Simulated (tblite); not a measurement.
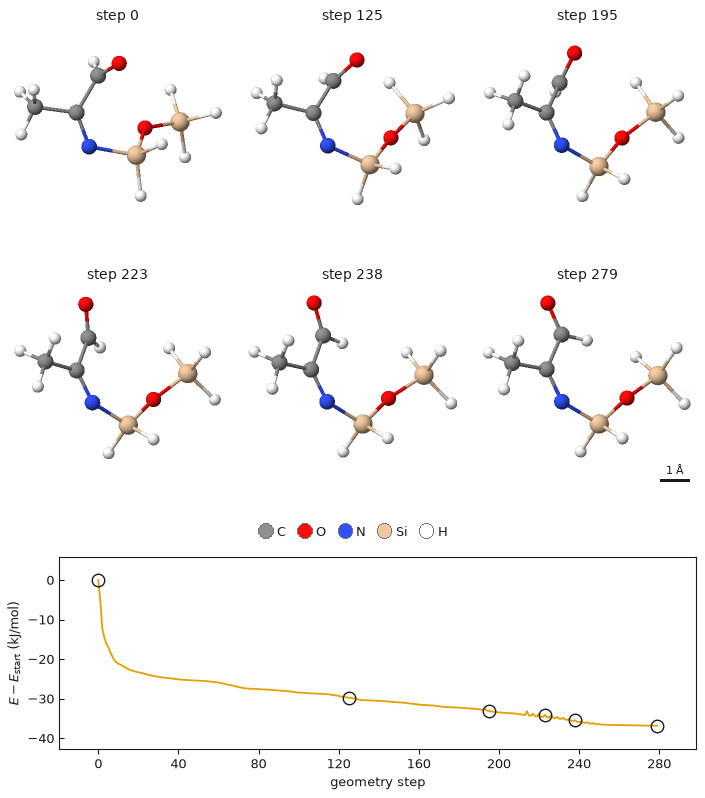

Frames of a relaxation of C3H9NO2Si2, marked on the history of the run. Style: ball-and-stick. Shown at a tilt.

Computed with GFN2-xTB geometry optimisation, gas phase in tblite 0.8.0. 

**Describe the path.**

The energy falls by 36.8 kJ/mol in 279 geometry steps. An O atom moves most after the best rigid fit: 2.08 Å. By element the largest moves are O 2.08 Å, H 1.33 Å, C 0.59 Å, Si 0.51 Å, N 0.18 Å. Among the contacts that change: N–Si 1.738 → 1.711 Å, C–C 1.520 → 1.493 Å, C–N 1.283 → 1.257 Å, C–O 1.227 → 1.202 Å. Bond angles that change, for instance: Si–O–Si 136.9° → 174.4°, C–N–Si 121.4° → 140.6°, N–Si–O 106.4° → 118.2°. Groups turn about C–C by about 95°, N–Si by about 55°. From step 0 to 125: O and H atoms move most (0.98 Å), energy −29.7 kJ/mol. From step 125 to 195: an O atom moves most (0.92 Å), energy −3.33 kJ/mol. From step 195 to 223: an O atom moves most (0.73 Å), energy −1.00 kJ/mol. From step 223 to 238: an H atom moves most (0.36 Å), energy −1.37 kJ/mol. From step 238 to 279: an H atom moves most (0.53 Å), energy −1.36 kJ/mol.
